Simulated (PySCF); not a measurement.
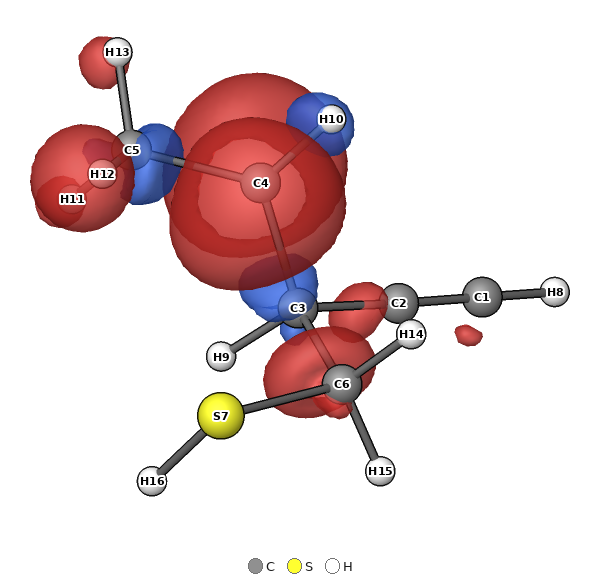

Figure 1: C6H9S (SMILES C#C[C@H]([CH]C)CS) (doublet). Isosurfaces of the spin density at +0.02 (red) and −0.02 e/Å³ (blue), seen at a tilt.

Geometry: GFN2-xTB.

Level of theory: UKS B3LYP, pcH-1 on C H S, non-relativistic, mean-field spin-orbit, GIAO in PySCF 2.14.0, density-fitted response routines.

```xyz
16

C     0.6900    2.9649   -0.0208
C     0.5145    1.7814   -0.0442
C     0.2788    0.3437   -0.0429
C    -1.0797    0.0523    0.4713
C    -1.9104   -1.0277   -0.0929
C     1.3960   -0.3012    0.8197
S     1.3769   -2.1199    0.7595
H     0.8417    4.0030   -0.0156
H     0.3821   -0.0328   -1.0692
H    -1.3872    0.5388    1.3812
H    -1.7596   -1.1230   -1.1689
H    -1.6511   -1.9977    0.3536
H    -2.9664   -0.8527    0.1069
H     1.2554   -0.0458    1.8695
H     2.3783    0.0441    0.4940
H     1.6332   -2.2186   -0.5451
```

### Describe the spin distribution.

The unpaired spin (1 electron) lies mostly on C4 (about 0.7) and C5 (about 0.1), in electrons by Hirshfeld's partition.
